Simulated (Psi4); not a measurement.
**BP86/6-31G(d) (spherical functions, sweep point 3) run of GaNH4 (GaH2(NH2))**

Aim: the vertical ionisation energy of GaNH4 (GaH2(NH2)) at BP86/6-31G* (spherical functions, sweep point 3), from 2 runs. 

The results are computed with Psi4 1.11.

15 further runs of the same task are left out: 13 that didn't finish, 2 set aside as unsound or not needed.

### Step 1. The structure to begin with

The species is GaNH4 (6 atoms), meant as a singlet with charge 0. As SMILES, `[H][Ga]([H])[NH2]`. Geometry: a GFN2-xTB relaxation, a rough one for these elements and not checked as a minimum.

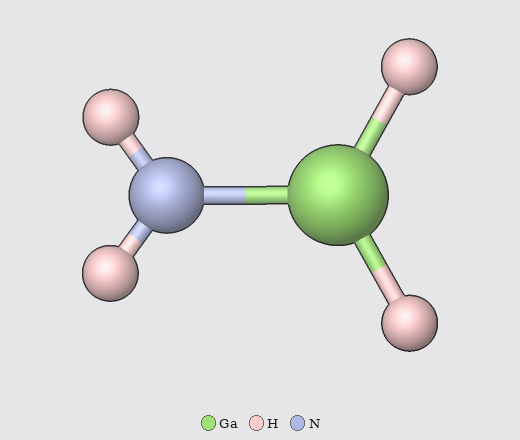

Viewed from a chosen angle; gallium green, hydrogen pink, nitrogen light blue.

### Step 2. A single-point energy at BP86/6-31G(d) (spherical functions, sweep point 3)

calc.py reads:

```python
import psi4

psi4.set_memory('1600 MB')
psi4.set_num_threads(1)
psi4.set_output_file('psi4.out', False)

mol = psi4.geometry("""
0 1
Ga     0.424050     0.733460     0.007650
H      1.890040     0.754090     0.501460
H     -0.291350     2.018260    -0.474150
N     -0.478200    -0.825800    -0.001250
H     -1.435720    -0.951110    -0.308080
H     -0.108820    -1.728900     0.274370
units angstrom
symmetry c1
""")

options = {'basis': '6-31G*', 'puream': True, 'scf_type': 'pk', 'dft_radial_points': 99, 'dft_spherical_points': 590}
psi4.set_options(options)

energy_value = psi4.energy("bp86", molecule=mol)
print(f'bp86 energy: {energy_value:.10f} Eh')
```

The run is started by

```bash
$ python calc.py
```

psi4.out:

```text
[...]
  Running in c1 symmetry.
[...]
  Nuclear repulsion =  108.906552615978484
[...]
  Multiplicity = 1
[...]
  Nalpha       = 21
  Nbeta        = 21
[...]
    Number of basis functions: 54
[...]
   @RKS iter   1: -1979.79649143520464   -1.07736e+00   5.73692e-02 ADIIS/DIIS
[...]
   @RKS iter  11: -1981.99033172681834   -7.59428e-09   2.70083e-07 DIIS
[...]
    Orbital Energies [Eh]
    ---------------------
    Doubly Occupied:
       1A   -371.041238     2A    -45.372131     3A    -40.219071
       4A    -40.215636     5A    -40.215136     6A    -14.004234
       7A     -5.284276     8A     -3.614914     9A     -3.606110
      10A     -3.605910    11A     -0.776458    12A     -0.729348
      13A     -0.725861    14A     -0.725408    15A     -0.725170
      16A     -0.710415    17A     -0.430555    18A     -0.425026
      19A     -0.311332    20A     -0.263435    21A     -0.222104
[...]
  @RKS Final Energy: -1981.99033172681834
   => Energetics <=
    Nuclear Repulsion Energy =            108.9065526159784838
    One-Electron Energy =               -2976.5450154615791689
    Two-Electron Energy =                 969.3006346048567821
    DFT Exchange-Correlation Energy =     -83.6525034860744370
    Empirical Dispersion Energy =           0.0000000000000000
    VV10 Nonlocal Energy =                  0.0000000000000000
    Total Energy =                      -1981.9903317268183400
[...]
 Multipole Moments:
 ------------------------------------------------------------------------------------
     Multipole            Electronic (a.u.)      Nuclear  (a.u.)        Total (a.u.)
 ------------------------------------------------------------------------------------
 L = 1.  Multiply by 2.5417464519 to convert [e a0] to [Debye]
 Dipole X            :          1.6889054           -1.9963096           -0.3074042
 Dipole Y            :          2.9114866           -3.4536159           -0.5421293
 Dipole Z            :          0.0213557           -0.0398680           -0.0185123
 Magnitude           :                                                    0.6234936
[...]
```

On the terminal:

```text
bp86 energy: -1981.9903317268 Eh
```

Wall time 5.4 s (1 thread of Intel Xeon 6975P-C (Granite Rapids), shared host); peak memory 0.69 GiB.

### Step 3. The doublet cation at the same level

gah4n.py reads:

```python
import psi4

psi4.set_memory(1600000000)
psi4.set_num_threads(1)
psi4.set_output_file('run.log', False)

molecule = psi4.geometry("""
1 2
Ga     0.424050     0.733460     0.007650
H      1.890040     0.754090     0.501460
H     -0.291350     2.018260    -0.474150
N     -0.478200    -0.825800    -0.001250
H     -1.435720    -0.951110    -0.308080
H     -0.108820    -1.728900     0.274370
symmetry c1
""")

psi4.set_options({
    'basis': '6-31G*',
    'reference': 'uks',
    'puream': True,
    'scf_type': 'pk',
    'dft_radial_points': 99,
    'dft_spherical_points': 590,
    'maxiter': 150,
})

E = psi4.energy('bp86', molecule=molecule)
print('E =', round(E, 9))
```

The run is started by

```bash
$ python gah4n.py
```

run.log:

```text
[...]
  Running in c1 symmetry.
[...]
  Nuclear repulsion =  108.906552615978484
[...]
  Multiplicity = 2
[...]
  Nalpha       = 21
  Nbeta        = 20
[...]
    Number of basis functions: 54
[...]
   @UKS iter   1: -1979.61533043760824   -8.96197e-01   5.64178e-02 ADIIS/DIIS
[...]
   @UKS iter  83: -1981.62898128017946   -1.39603e-07   3.93283e-07 DIIS
[...]
   @S^2 Observed:                7.551438923E-01
[...]
    Orbital Energies [Eh]
    ---------------------
    Alpha Occupied:
       1A   -371.310833     2A    -45.641188     3A    -40.488374
       4A    -40.484519     5A    -40.484338     6A    -14.339048
       7A     -5.553701     8A     -3.884764     9A     -3.876365
      10A     -3.874052    11A     -1.093058    12A     -0.998352
      13A     -0.996955    14A     -0.994295    15A     -0.993796
      16A     -0.987882    17A     -0.730123    18A     -0.710019
      19A     -0.577398    20A     -0.567235    21A     -0.507049
    Alpha Virtual:
      22A     -0.289555    23A     -0.232968    24A     -0.166847
      25A     -0.130937    26A     -0.102026    27A     -0.101757
[...]
  @UKS Final Energy: -1981.62898128017946
   => Energetics <=
    Nuclear Repulsion Energy =            108.9065526159784838
    One-Electron Energy =               -2964.9474915992086608
    Two-Electron Energy =                 957.7730502024714951
    DFT Exchange-Correlation Energy =     -83.3610924994207210
    Empirical Dispersion Energy =           0.0000000000000000
    VV10 Nonlocal Energy =                  0.0000000000000000
    Total Energy =                      -1981.6289812801794596
[...]
 Multipole Moments:
 ------------------------------------------------------------------------------------
     Multipole            Electronic (a.u.)      Nuclear  (a.u.)        Total (a.u.)
 ------------------------------------------------------------------------------------
 L = 1.  Multiply by 2.5417464519 to convert [e a0] to [Debye]
 Dipole X            :          1.2641163           -1.9963096           -0.7321932
 Dipole Y            :          2.1878133           -3.4536159           -1.2658025
 Dipole Z            :          0.0158740           -0.0398680           -0.0239939
 Magnitude           :                                                    1.4625111
[...]
```

Standard output:

```text
E = -1981.62898128
```

Wall time 34 s (1 thread of Intel Xeon 6975P-C (Granite Rapids), shared host); peak memory 0.69 GiB.

### Step 4. Results

Level: BP86/6-31G* (spherical functions, sweep point 3).

| quantity | value |
| --- | --- |
| singlet GaNH4: total energy | -1981.99033 Eh |
| singlet GaNH4: dipole moment | 1.58 D |
| singlet GaNH4: HOMO energy | -6.04 eV |
| singlet GaNH4: LUMO energy | -1.44 eV |
| singlet GaNH4: HOMO–LUMO gap | 4.60 eV |
| doublet cation: total energy | -1981.62898 Eh |
| doublet cation: HOMO energy (highest over α and β) | -13.46 eV |
| doublet cation: LUMO energy (lowest over α and β) | -13.41 eV |
| doublet cation: ⟨S²⟩ | 0.755 |
| vertical ionisation energy (to the doublet cation) | 9.833 eV |

Removing an electron at fixed nuclei costs 9.83 eV (949 kJ/mol). The negative HOMO energy of the first species, 6.04 eV, lies 3.79 eV below that difference.
